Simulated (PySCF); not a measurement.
**C₄H₉Ga: geometry relaxation**

- system: C₄H₉Ga, SMILES [GaH2][CH]1CCC1
- method: PBE0-D3(BJ)/def2-SVP geometry optimisation, gas phase (PySCF 2.14.0)

It belongs to a series of runs on one base structure; here: constitutional isomer.

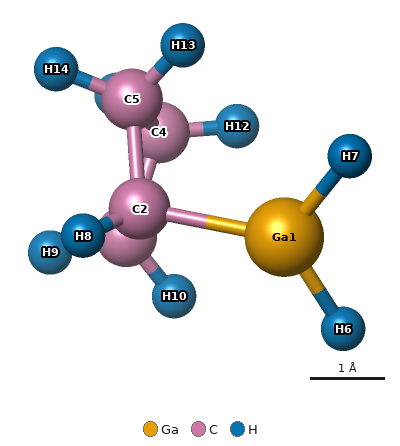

*The starting structure (ball-and-stick view, seen at a tilt; atoms are numbered from 1 in the order of the input). Sticks mark near contacts.*

Bond lengths as drawn: C–C 1.51 to 1.55 Å, C–Ga 2.06 Å, C–H 1.08 to 1.12 Å and Ga–H 1.56 to 1.61 Å.

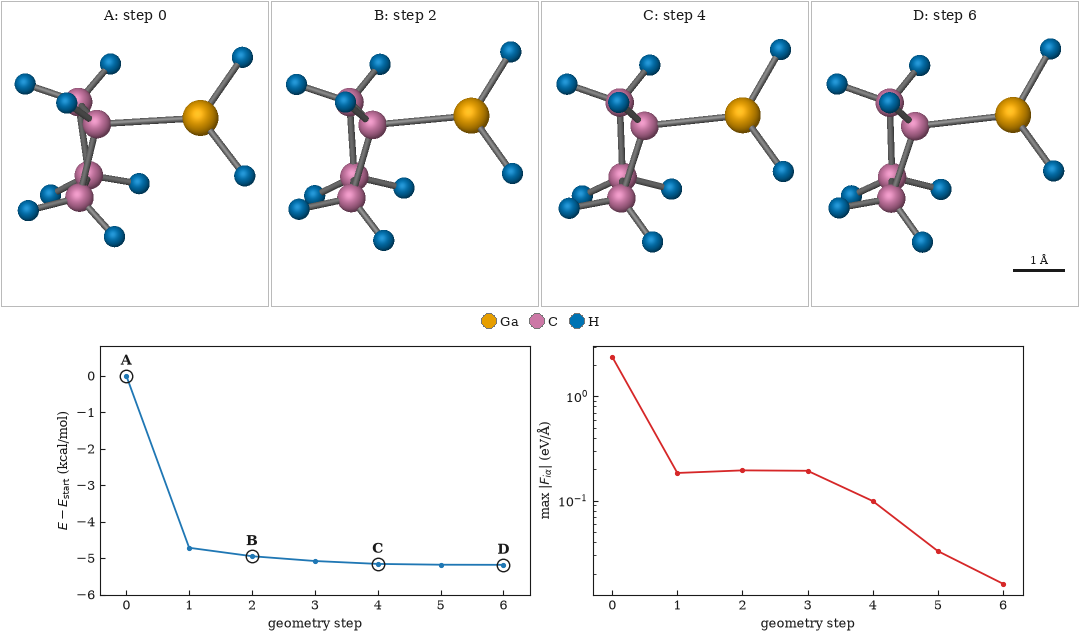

*Frames of the relaxation (ball-and-stick view, seen at a tilt) above the curves, on which the letters mark them (steps are counted from 0).*

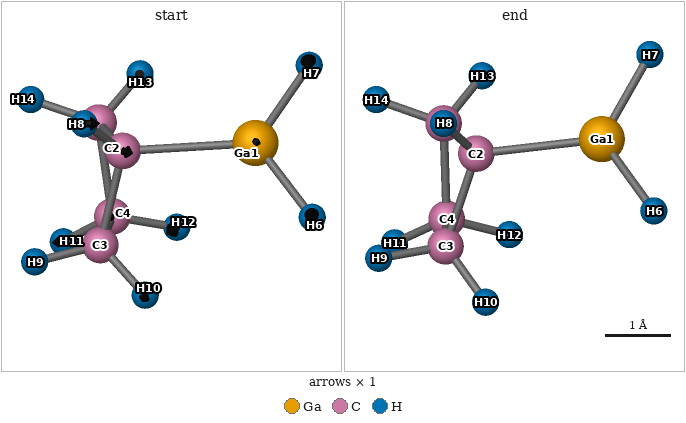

*Before (left) and after (right) the relaxation, at one scale (ball-and-stick view, seen at a tilt). The black arrows give the displacements, at true length.*

The energy falls by 5.19 kcal/mol in 6 geometry steps. The largest force component goes from 2.4 to 0.016 eV/Å. H7 moves most after the best rigid fit: 0.31 Å. Largest moves by element: H 0.31 Å, C 0.19 Å, Ga 0.10 Å. Distances before and after: Ga1–C2 2.059 → 1.977 Å, Ga1–H7 1.610 → 1.578 Å, C3–C4 1.510 → 1.540 Å, C3–H9 1.077 → 1.103 Å. Among the angles that change: Ga1–C2–H8 116.9° → 105.3°, Ga1–C2–C3 107.6° → 116.4°, H6–Ga1–H7 115.0° → 119.7°. (Atoms are counted from 1 in the order of the input.)

The input that produced these results follows, with the program's output.

Input file
```
{"job": {"xc": "PBE0", "basis": "def2-SVP", "d3": "d3bj", "grid": 1, "shake": 0.01, "kind": "geom"}, "charge": 0, "multiplicity": 1}
Ga     1.964860     0.478220     0.448700
C      0.150540    -0.427200     0.807480
C     -0.286250    -1.138310    -0.499130
C     -0.932480     0.162070    -0.914580
C     -0.960680     0.605390     0.541700
H      3.092730    -0.171890    -0.418200
H      2.218750     2.016010     0.853940
H      0.062980    -1.008180     1.719380
H     -0.973130    -1.943420    -0.298980
H      0.534840    -1.496100    -1.136150
H     -1.939720     0.070970    -1.398470
H     -0.293410     0.787470    -1.512040
H     -0.740930     1.675970     0.725980
H     -1.905260     0.373930     1.072590
```

The first line tells a small driver script what to run in PySCF; the rest is the geometry in Å.

Command:
```bash
OMP_NUM_THREADS=1 python <driver script> task.json out
```

What the program printed
```
step   0  E = -2081.83513983  max force = 0.046523
step   1  E = -2081.84265832  max force = 0.003585
step   2  E = -2081.84302730  max force = 0.003797
step   3  E = -2081.84323689  max force = 0.003762
step   4  E = -2081.84336389  max force = 0.001931
step   5  E = -2081.84339871  max force = 0.000639
step   6  E = -2081.84340392  max force = 0.000311
optimisation converged
```

Trajectory as extended XYZ (Å, eV, eV/Å), 7 frames, from step=0 to step=6
```
14
Properties=species:S:1:pos:R:3:forces:R:3 step=0 energy=-56649.61962
Ga    1.9649    0.4782    0.4487   -0.6770   0.1664   0.4582
C     0.1505   -0.4272    0.8075    0.8451   0.5749  -0.5495
C    -0.2863   -1.1383   -0.4991    1.4723   0.2411   0.1743
C    -0.9325    0.1621   -0.9146   -2.3923  -0.4346  -0.1122
C    -0.9607    0.6054    0.5417    0.0735   0.7184   0.4915
H     3.0927   -0.1719   -0.4182    0.0852  -0.2596  -0.0874
H     2.2188    2.0160    0.8539   -0.1616  -0.3654   0.0121
H     0.0630   -1.0082    1.7194    0.2286  -0.2298   0.5642
H    -0.9731   -1.9434   -0.2990   -0.6464  -0.5803  -0.0097
H     0.5348   -1.4961   -1.1361   -0.0941  -0.3177  -0.1639
H    -1.9397    0.0710   -1.3985    0.6622   0.2184  -0.0345
H    -0.2934    0.7875   -1.5120    0.5521   0.5088  -0.6248
H    -0.7409    1.6760    0.7260   -0.0622  -0.1529   0.0968
H    -1.9053    0.3739    1.0726    0.1146  -0.0877  -0.2150
14
Properties=species:S:1:pos:R:3:forces:R:3 step=1 energy=-56649.82421
Ga    1.9781    0.4579    0.5703   -0.0425  -0.1844  -0.0714
C     0.1835   -0.3777    0.7480   -0.0405   0.0646  -0.0990
C    -0.2630   -1.1033   -0.5511    0.1221  -0.0381   0.1775
C    -0.9875    0.1857   -0.9685   -0.1215   0.0139  -0.0120
C    -0.9656    0.6363    0.5020    0.0562   0.0408   0.0820
H     3.1162   -0.2934   -0.2309   -0.0154  -0.0139   0.0467
H     2.2669    1.9007    1.1168   -0.0048   0.0942   0.0903
H     0.1211   -0.9722    1.6794    0.0607   0.0830  -0.0507
H    -0.9740   -1.9225   -0.3398    0.0554   0.0726  -0.0413
H     0.5233   -1.4879   -1.2159    0.0064  -0.1049  -0.1097
H    -1.9726    0.0774   -1.4439   -0.0094   0.0493  -0.0995
H    -0.3577    0.8321   -1.6099   -0.0607  -0.0890   0.0686
H    -0.7803    1.7022    0.7087   -0.0170   0.0398   0.0180
H    -1.8931    0.3501    1.0250    0.0111  -0.0280   0.0003
14
Properties=species:S:1:pos:R:3:forces:R:3 step=2 energy=-56649.83425
Ga    1.9824    0.4542    0.5671    0.0673  -0.0194   0.0484
C     0.1900   -0.3679    0.7360   -0.0416   0.0992  -0.1953
C    -0.2600   -1.1018   -0.5561    0.0315   0.0044   0.0859
C    -1.0044    0.1806   -0.9705   -0.0669  -0.0191   0.0239
C    -0.9631    0.6429    0.4982    0.0030  -0.0269   0.0326
H     3.1355   -0.3048   -0.2006   -0.0097  -0.0095   0.0142
H     2.2699    1.8941    1.1481   -0.0185  -0.0117   0.0151
H     0.1372   -0.9544    1.6700    0.0400   0.0116   0.0166
H    -0.9657   -1.9199   -0.3370    0.0055  -0.0120  -0.0020
H     0.5154   -1.4924   -1.2354   -0.0307  -0.0184  -0.0160
H    -1.9926    0.0686   -1.4420    0.0202   0.0207  -0.0305
H    -0.3854    0.8225   -1.6208    0.0048  -0.0017   0.0074
H    -0.7820    1.7117    0.7001   -0.0098  -0.0068  -0.0089
H    -1.8821    0.3518    1.0333    0.0050  -0.0102   0.0085
14
Properties=species:S:1:pos:R:3:forces:R:3 step=3 energy=-56649.83995
Ga    1.9972    0.4550    0.5698    0.0480   0.0225   0.0900
C     0.1985   -0.3538    0.7182    0.0014   0.1064  -0.1935
C    -0.2618   -1.0992   -0.5609   -0.0404   0.0011  -0.0057
C    -1.0234    0.1754   -0.9741   -0.0050  -0.0342   0.0272
C    -0.9638    0.6469    0.4913   -0.0301  -0.0398   0.0167
H     3.1611   -0.3162   -0.1652    0.0005  -0.0049  -0.0059
H     2.2807    1.8845    1.1837   -0.0107  -0.0337  -0.0164
H     0.1588   -0.9333    1.6565    0.0202  -0.0267   0.0451
H    -0.9606   -1.9184   -0.3279   -0.0152  -0.0332   0.0239
H     0.4994   -1.4958   -1.2541   -0.0152   0.0245   0.0246
H    -2.0138    0.0586   -1.4406    0.0089  -0.0034   0.0107
H    -0.4148    0.8157   -1.6334    0.0374   0.0294  -0.0117
H    -0.7907    1.7182    0.6862   -0.0039  -0.0101  -0.0141
H    -1.8718    0.3477    1.0409    0.0040   0.0022   0.0090
14
Properties=species:S:1:pos:R:3:forces:R:3 step=4 energy=-56649.84341
Ga    2.0137    0.4573    0.5771    0.0070   0.0212   0.0673
C     0.2077   -0.3382    0.6974    0.0316   0.0651  -0.0993
C    -0.2663   -1.0968   -0.5664   -0.0622  -0.0269  -0.0462
C    -1.0410    0.1701   -0.9784    0.0202  -0.0183  -0.0044
C    -0.9662    0.6498    0.4830   -0.0349  -0.0217   0.0131
H     3.1846   -0.3261   -0.1318    0.0074   0.0018  -0.0100
H     2.2932    1.8742    1.2190    0.0032  -0.0241  -0.0204
H     0.1820   -0.9130    1.6405    0.0010  -0.0276   0.0318
H    -0.9574   -1.9178   -0.3147   -0.0107  -0.0150   0.0249
H     0.4829   -1.4982   -1.2696    0.0047   0.0358   0.0281
H    -2.0338    0.0478   -1.4381   -0.0007  -0.0124   0.0264
H    -0.4397    0.8103   -1.6450    0.0301   0.0207  -0.0053
H    -0.8026    1.7238    0.6700    0.0013  -0.0062  -0.0111
H    -1.8621    0.3420    1.0475    0.0021   0.0077   0.0052
14
Properties=species:S:1:pos:R:3:forces:R:3 step=5 energy=-56649.84436
Ga    2.0218    0.4588    0.5833   -0.0135   0.0047   0.0241
C     0.2121   -0.3303    0.6863    0.0284   0.0210  -0.0215
C    -0.2699   -1.0963   -0.5698   -0.0329  -0.0302  -0.0249
C    -1.0490    0.1669   -0.9811    0.0133   0.0015  -0.0167
C    -0.9682    0.6508    0.4783   -0.0178  -0.0059   0.0082
H     3.1960   -0.3277   -0.1173    0.0047   0.0033  -0.0042
H     2.3012    1.8688    1.2359    0.0084  -0.0059  -0.0075
H     0.1925   -0.9045    1.6318   -0.0076  -0.0103   0.0076
H    -0.9566   -1.9179   -0.3062   -0.0007   0.0006   0.0101
H     0.4761   -1.4981   -1.2751    0.0079   0.0214   0.0105
H    -2.0436    0.0415   -1.4355   -0.0032  -0.0087   0.0166
H    -0.4497    0.8073   -1.6504    0.0085   0.0040   0.0015
H    -0.8092    1.7262    0.6603    0.0034  -0.0013  -0.0063
H    -1.8583    0.3398    1.0501    0.0012   0.0058   0.0024
14
Properties=species:S:1:pos:R:3:forces:R:3 step=6 energy=-56649.84450
Ga    2.0234    0.4597    0.5866   -0.0110  -0.0026   0.0032
C     0.2132   -0.3281    0.6833    0.0143   0.0027   0.0044
C    -0.2708   -1.0966   -0.5710   -0.0079  -0.0160  -0.0015
C    -1.0513    0.1653   -0.9823    0.0052   0.0075  -0.0101
C    -0.9690    0.6512    0.4764   -0.0068  -0.0022   0.0032
H     3.1981   -0.3267   -0.1141    0.0027   0.0026  -0.0009
H     2.3055    1.8674    1.2412    0.0057   0.0001  -0.0004
H     0.1938   -0.9027    1.6292   -0.0080  -0.0003  -0.0023
H    -0.9556   -1.9186   -0.3034    0.0031   0.0020  -0.0001
H     0.4759   -1.4967   -1.2759    0.0043   0.0081  -0.0001
H    -2.0470    0.0379   -1.4336   -0.0023  -0.0040   0.0059
H    -0.4527    0.8058   -1.6524   -0.0028  -0.0024   0.0010
H    -0.8108    1.7270    0.6558    0.0033   0.0004  -0.0036
H    -1.8576    0.3404    1.0506    0.0001   0.0040   0.0014
```

Results in brief

- outcome: converged
- total energy: −2081.843404 hartree
- dipole moment: 0.84 D
- point group: Cs
- hardware: 1 CPU thread, shared host
- wall time: 55 s
- peak memory: 0.52 GiB
